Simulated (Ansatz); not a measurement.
**AlH5O (Al(H2O)H3) at RPA@PBE/STO-3G**

Aim: the electronic atomisation energy of AlH5O (Al(H2O)H3) at RPA@PBE/STO-3G, from 4 runs. 

The results are computed with Ansatz 0.2.0.

53 further runs of the same task are left out: 1 that didn't finish, 52 set aside as unsound or not needed.

## 1. The molecule

AlH5O: 7 atoms, total charge 0, spin state singlet. As SMILES, `[H][Al]([H])([H])<-[OH2]`. The shape comes from GFN2-xTB, which is rough for such elements, and wasn't checked as a minimum.

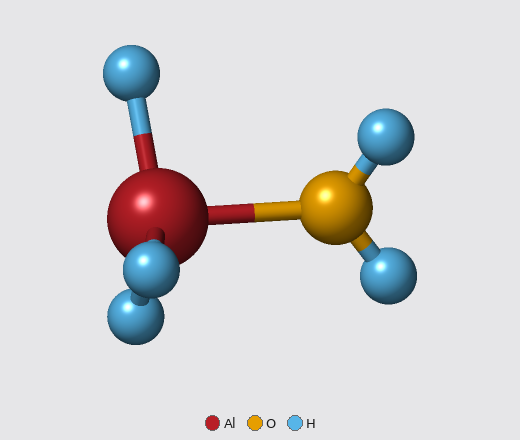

The structure, seen from a chosen angle (aluminium red, oxygen amber, hydrogen blue).

## 2. The energy at RPA@PBE/STO-3G

input.yaml

```yaml
crystal:
  periodic: [false, false, false]
  atoms:
    - {symbol: Al, position_ang: [0.038170, -0.063310, -0.878000]}
    - {symbol: O, position_ang: [-0.024940, 0.038110, 1.009060]}
    - {symbol: H, position_ang: [-0.734700, -0.319470, 1.555830]}
    - {symbol: H, position_ang: [0.587960, 0.568180, 1.531290]}
    - {symbol: H, position_ang: [1.607200, -0.040110, -0.978390]}
    - {symbol: H, position_ang: [-0.735740, 1.245780, -1.269530]}
    - {symbol: H, position_ang: [-0.737950, -1.429180, -0.970260]}
basis:
  gaussian:
    orbitals: STO-3G
hamiltonian:
  xc: pbe
correlation:
  method: rpa
  frozen_orbitals: {Al: 5, H: 0, O: 1}
accuracy: high
```

On the command line:

```bash
$ ansatz run input.yaml --threads 1 --pin off --max-ram 2610MiB --events-out events.jsonl --progress --plain --runs-dir runs
```

Output:

```text
Warning: RAYON_NUM_THREADS=1 ignored (pool sized by the plan → 1); use --threads N
Functional definition: PBE
  name "PBE"
  parameter kappa = 0.804
  parameter beta = 0.06672455060314922
  exchange = pbe_x(kappa = kappa, mu = beta*pi^2/3)
  correlation = pbe_c(beta = beta)
336 factors; integrals over basis functions are off by at most 4.7e-9 eV
mean field evaluation 1: about -8608.0133 eV, gradient 2.1e1 eV
mean field evaluation 2: about -8607.9652 eV, gradient 2.1e1 eV
mean field evaluation 4: about -8609.4910 eV, gradient 6.1e-1 eV
mean field evaluation 8: about -8609.4915 eV, gradient 3.1e-3 eV
mean field evaluation 16: about -8609.4915 eV, gradient 5.0e-8 eV
mean field -8609.49147794 eV, -316.3929760914 hartree, gradient 5.0e-8 eV, S^2 0.000000; 0 other end points of the search recorded, 0 dependent functions left out
6 core orbitals not correlated: weight in the atoms' cores, before any rotation towards them, 0.999 or more for the frozen orbitals, at most 0.000 for the correlated occupied ones
reference -8591.32652809 eV, -315.7254264972 hartree; 7, 7 occupied and 6, 6 virtual orbitals, 336 factors
Total energy: -8596.03036950 eV, -315.8982894804 hartree
```

Wall time 1.6 s (1 thread of Arm Neoverse V2, shared host); peak memory 0.1 GiB.

## 3. The Al atom

molecule.yaml

```yaml
crystal:
  periodic: [false, false, false]
  atoms:
    - {symbol: Al, position_ang: [0.000000, 0.000000, 0.000000]}
basis:
  gaussian:
    orbitals: STO-3G
magnetization:
  spin_polarized: true
  initial_magnetization: 1
hamiltonian:
  xc: pbe
correlation:
  method: rpa
  frozen_orbitals: {Al: 5}
accuracy: high
```

Run the same way, it converges to -238.91265 Eh (log not shown).

## 4. The H atom

run.yaml

```yaml
crystal:
  periodic: [false, false, false]
  atoms:
    - {symbol: H, position_ang: [0.000000, 0.000000, 0.000000]}
basis:
  gaussian: {orbitals: STO-3G}
magnetization: {spin_polarized: true, initial_magnetization: 1}
hamiltonian: {xc: pbe}
correlation: {method: rpa, frozen_orbitals: {H: 0}}
accuracy: high
```

Run the same way, it converges to -0.46658 Eh (log not shown).

## 5. The O atom, same level

input.yaml

```yaml
crystal:
  periodic: [false, false, false]
  atoms:
    - {symbol: O, position_ang: [0.000000, 0.000000, 0.000000]}
basis:
  gaussian:
    orbitals: STO-3G
hamiltonian:
  xc: pbe
accuracy: high
magnetization:
  spin_polarized: true
  initial_magnetization: 2
correlation:
  method: rpa
  frozen_orbitals: {O: 1}
```

Run the same way, it converges to -73.83858 Eh (log not shown).

## 6. Summary of results

Level: RPA@PBE/STO-3G, 6 core orbitals frozen.

```
                                  quantity          value
                    molecule: total energy  -315.89829 Eh
molecule: RPA correlation energy (valence)     -172.9 mEh
                     Al atom: total energy  -238.91265 Eh
 Al atom: RPA correlation energy (valence)      -57.5 mEh
Al atom: ⟨S²⟩ of the reference determinant          0.750
                      H atom: total energy    -0.46658 Eh
            H atom: RPA correlation energy        0.0 mEh
 H atom: ⟨S²⟩ of the reference determinant          0.750
                      O atom: total energy   -73.83858 Eh
  O atom: RPA correlation energy (valence)      -34.4 mEh
 O atom: ⟨S²⟩ of the reference determinant          2.000
             electronic atomisation energy      22.154 eV
```

**Reading.** Taking the molecule apart into free atoms costs 22.15 eV (2138 kJ/mol), before zero-point energy and without spin-orbit coupling. In a minimal basis such a difference can be off by several eV, whatever the method.
